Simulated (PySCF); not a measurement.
# Run report: MoNF₃, frequency calculation

- system: MoNF₃
- method: RKS-based PBE, Mo def2-SVP with ECP28, N def2-SVP, F def2-SVP; non-relativistic Hamiltonian with a scalar-relativistic core potential; density fitting (PySCF 2.14.0)

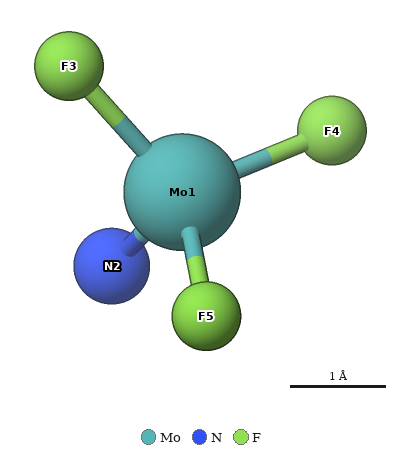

**Figure 1.** The structure as given in the input (ball-and-stick view, seen at a tilt; atoms are numbered from 1 in the order of the input). Sticks mark near contacts.

Summary:

```tsv
quantity	value
outcome	converged
total energy	−422.065149 hartree
HOMO	−8.19 eV
LUMO	−4.09 eV
zero-point energy	0.010305 hartree
dipole moment	1.56 D
wavenumbers, lowest and highest	201 and 1136 cm⁻¹
hardware	2 threads of Intel Xeon (Granite Rapids), 16 GiB of memory available, shared host
wall time	34 s (CPU time 65 s)
peak memory	1.1 GiB
```

The input:
```python
from pyscf import gto, scf, dft
mol = gto.M(atom='''
Mo    -0.000000    -0.018881    -0.013352
N     -0.000000    -1.358777    -0.960829
F      1.552386    -0.151823     0.990355
F     -1.552386    -0.151823     0.990355
F     -0.000000     1.400593    -1.205029''',
    basis={'Mo': 'def2-SVP', 'N': 'def2-SVP', 'F': 'def2-SVP'},
    ecp={'Mo': 'def2-SVP'},
    charge=0, spin=0)
mf = dft.RKS(mol, xc='PBE')
mf.grids.atom_grid = (75, 302)
aux = {'Mo': 'def2-universal-JKFIT', 'N': 'def2-universal-JKFIT', 'F': 'def2-universal-JKFIT'}
mf = mf.density_fit(auxbasis=aux)
mf.conv_tol = 1e-09
mf.diis_space = 10
mf.max_cycle = 60
mf.verbose = 4
mf.kernel()
```

The script is an equivalent of the set-up of the self-consistent field. The run itself was carried out by a driver, which started from the orbitals of the step before it where there was one and computed the further properties.

Command:
```bash
OMP_NUM_THREADS=2 python axn.py task.json out
```

What the program printed:
```
init E= -422.065148516173
  HOMO = -0.300820620229339  LUMO = -0.150210511510044  gap/eV = 4.09831
cycle= 1 E= -422.065148516159  delta_E= 1.39e-11  |g|= 8.07e-06  |ddm|= 7.6e-06
  HOMO = -0.300821357623521  LUMO = -0.150212126712443  gap/eV = 4.09829
Extra cycle  E= -422.065148515962  delta_E= 1.97e-10  |g|= 3.26e-05  |ddm|= 2.59e-05
converged SCF energy = -422.065148515962
```

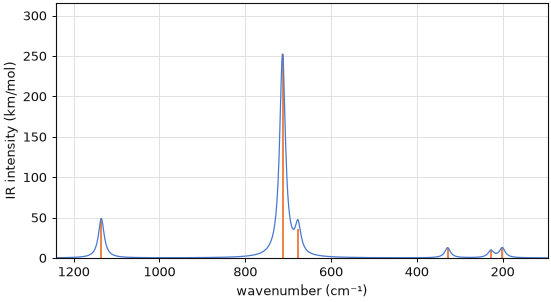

**Figure 2.** Harmonic infrared spectrum, unscaled: sticks (degenerate modes added up, dark ones marked on the axis) with a Lorentzian envelope of 16 cm⁻¹ full width, scaled to the tallest stick. 9 modes from 201 to 1136 cm⁻¹, none imaginary. The strongest line is at 713 cm⁻¹ (252 km/mol). All modes, in cm⁻¹ (km/mol): 201 (6.1), 201 (6.1), 227 (8.9), 328 (6.3), 328 (6.3), 677 (36), 713 (126), 713 (126), 1136 (49).

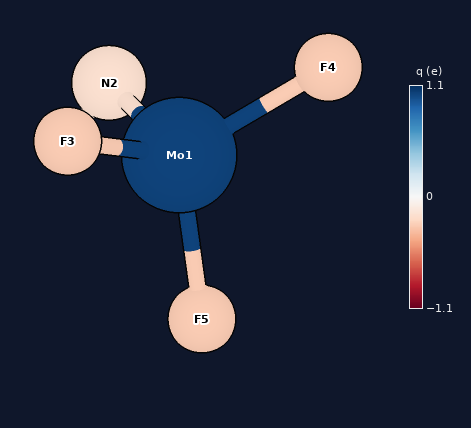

**Figure 3.** Mulliken charges, as the colour of each atom (ball-and-stick view, seen at a tilt; atoms are numbered from 1 in the order of the input). By element: Mo +1.02, N −0.17 and F −0.28 e.
